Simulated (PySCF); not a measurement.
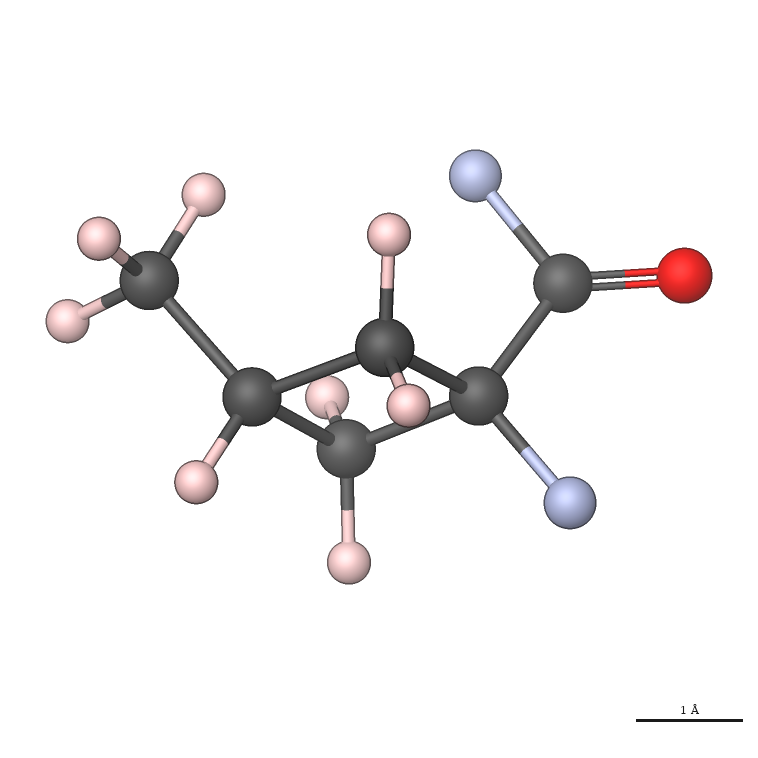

Ball-and-stick drawing of a structure. Colours: carbon dark grey, fluorine light blue, oxygen red, hydrogen pink.

The computed structure is the end point of a GFN2-xTB optimisation. No frequency run is at hand to confirm it as a minimum.

Give the formula.

Answer. C₆H₈F₂O, 17 atoms: 6 carbon, 8 hydrogen, 2 fluorine and 1 oxygen.

Does it have rings?

Answer. Independent rings (smallest set): 1 of 4 members.

Name some functional groups or characteristic bonds that it holds.

Answer. Among them: C–F bond.

Write the SMILES.

Answer. C[C@H]1C[C@@](F)(C(=O)F)C1

How many bonds of each kind are drawn?

Answer. 8 C–H, 6 C–C, 2 C–F, 1 C–O.

The parts below concern this one geometry. Atoms keep their numbers from picture to picture.

## Shape

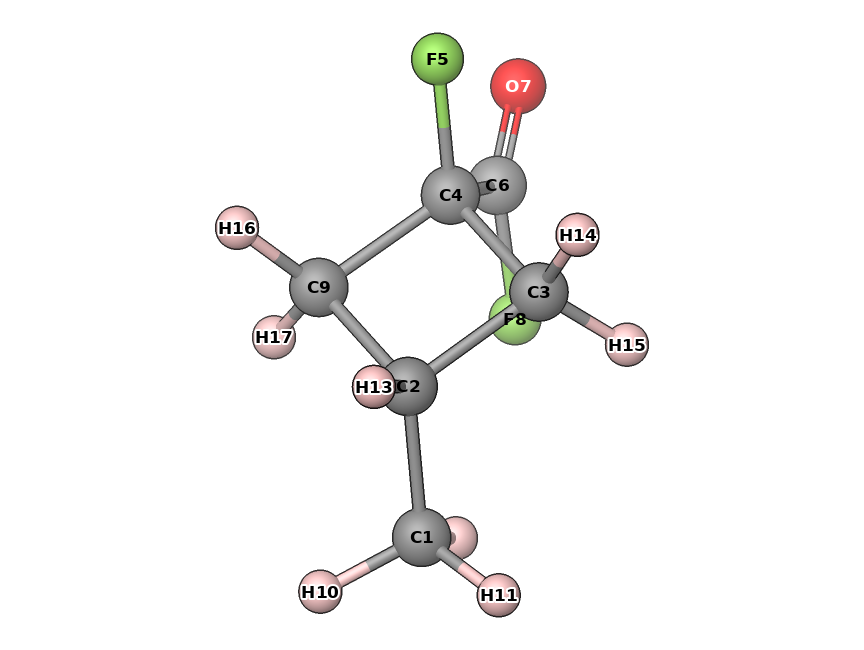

C6 lies behind C4. The molecule seen a little off the C4–C6 bond, C4 in front. Atoms fade into the background with distance from the viewer. No frequency run is at hand to confirm it as a minimum.

What is the torsion angle F5–C4–C6–F8? The sign is positive where the front bond must turn clockwise to cover the back bond.

Answer. 178°, antiperiplanar (anti).

## Ring current

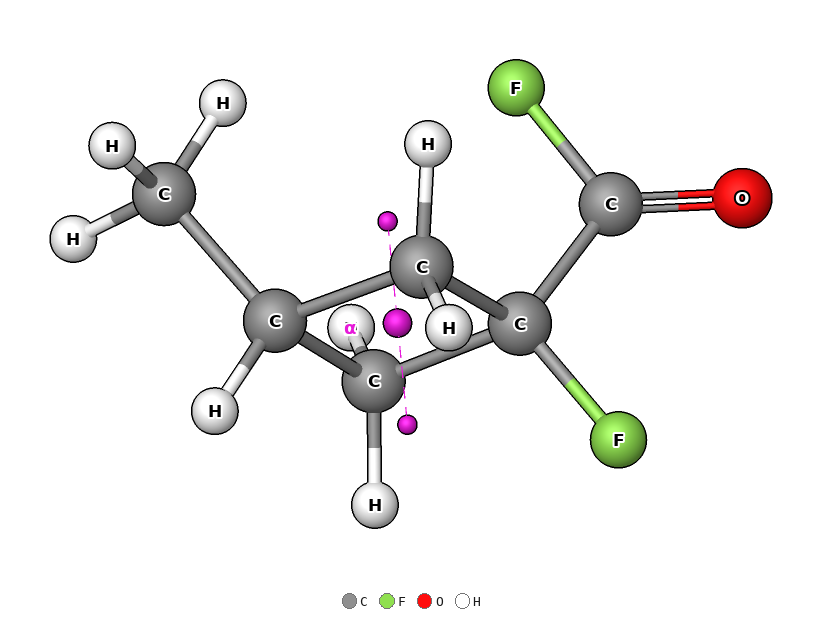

The small points mark where nucleus-independent chemical shifts (NICS) were computed: at the centre of each lettered ring and 1 Å above and below it. No frequency run is at hand to confirm it as a minimum. Method: GIAO PBE0/pcSseg-1 NMR shielding, non-relativistic, gas phase (PySCF 2.14.0).

Give NICS(0), NICS(1) and the out-of-plane component NICS(1)zz for each ring (means of the two sides).

```
ring  members  NICS(0)  NICS(1)  NICS(1)zz
   α       C4      0.9     −0.2        2.8
```

Values in ppm.

## NMR shielding

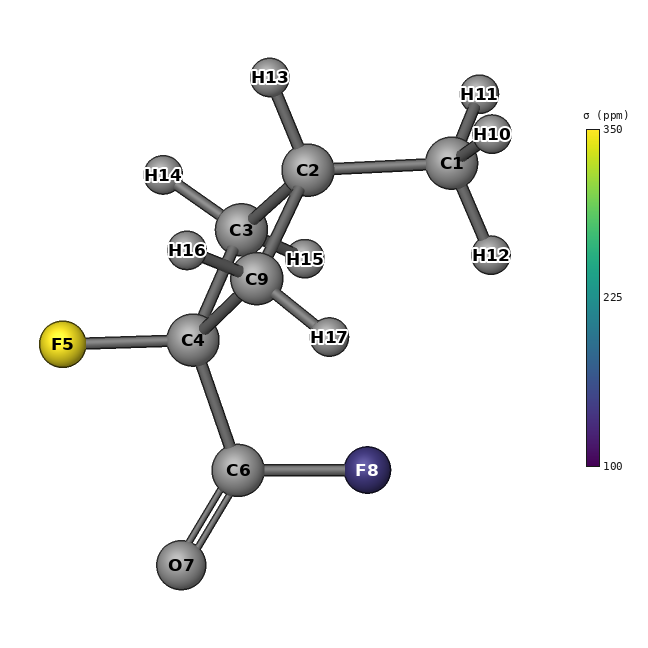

Atoms are coloured by their isotropic NMR shieldings (F only, the others grey). No frequency run is at hand to confirm it as a minimum. Method: GIAO PBE0/pcSseg-1 NMR shielding, non-relativistic, gas phase (PySCF 2.14.0).

Give the isotropic NMR shieldings of the F atoms atom by atom.

| atom | σ (ppm) |
| --- | --- |
| F5 | 348.1 |
| F8 | 143.4 |

## Quadrupole coupling

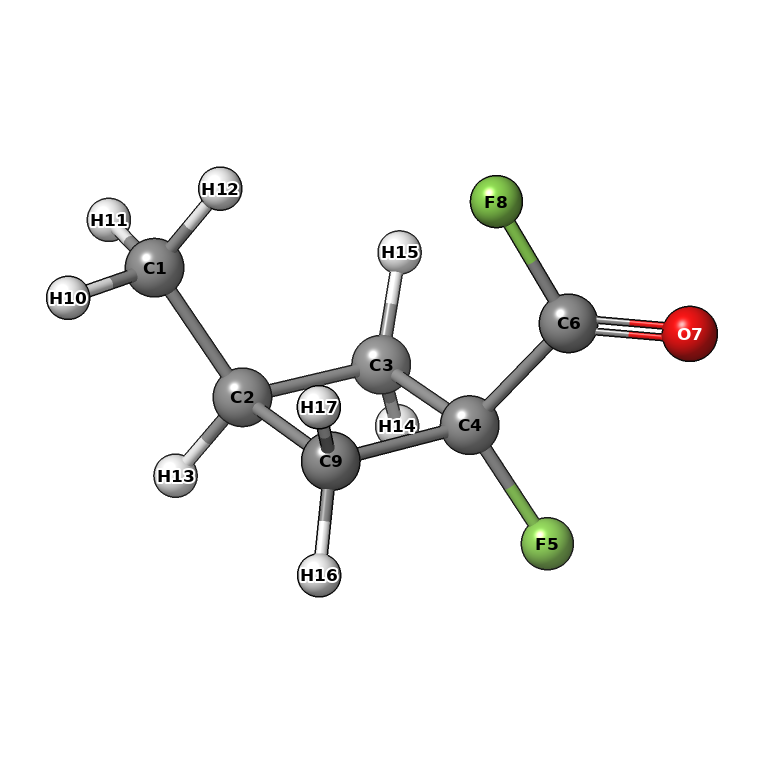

No frequency run is at hand to confirm it as a minimum. Electric field gradients from the ground-state density, PBE0/pcSseg-1 (PySCF 2.14.0), non-relativistic apart from any core potentials.

Give the largest field-gradient component, the quadrupole coupling constant and the asymmetry for 17O at O7 (Q = −25.6 mb), 2H at H10 (Q = 2.86 mb), 2H at H12 (Q = 2.86 mb), 2H at H13 (Q = 2.86 mb), 2H at H14 (Q = 2.86 mb).

```
atom  V_zz (a.u.)  e²qQ/h (MHz)     η
  O7       −1.591          9.57  0.49
 H10        0.315         0.212  0.02
 H12        0.311         0.209  0.02
 H13        0.305         0.205  0.01
 H14        0.312         0.210  0.01
```

## Polarisability

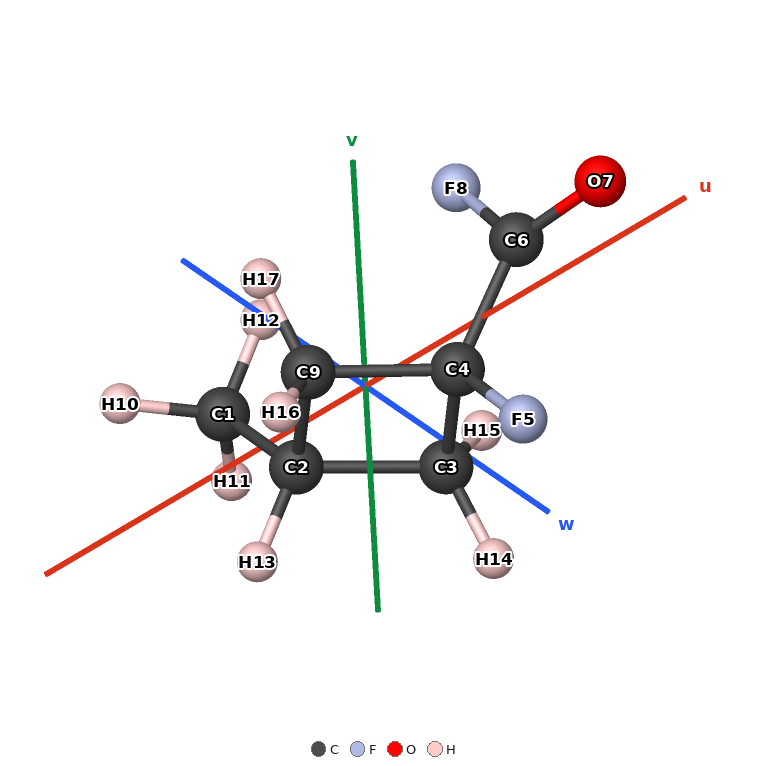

The lines u, v and w are the principal axes of the static dipole polarisability. No frequency run is at hand to confirm it as a minimum. Method: PBE0/def2-SVPD (PySCF 2.14.0).

Along which axis is the molecule most polarisable, and along which least?

Answer. Most along u (nearly parallel to the C6–O7 bond), least along w.

Give the three principal values.

Answer. u 84.2, v 67.3, w 63.9 bohr³; mean 71.8, anisotropy 18.8 bohr³.
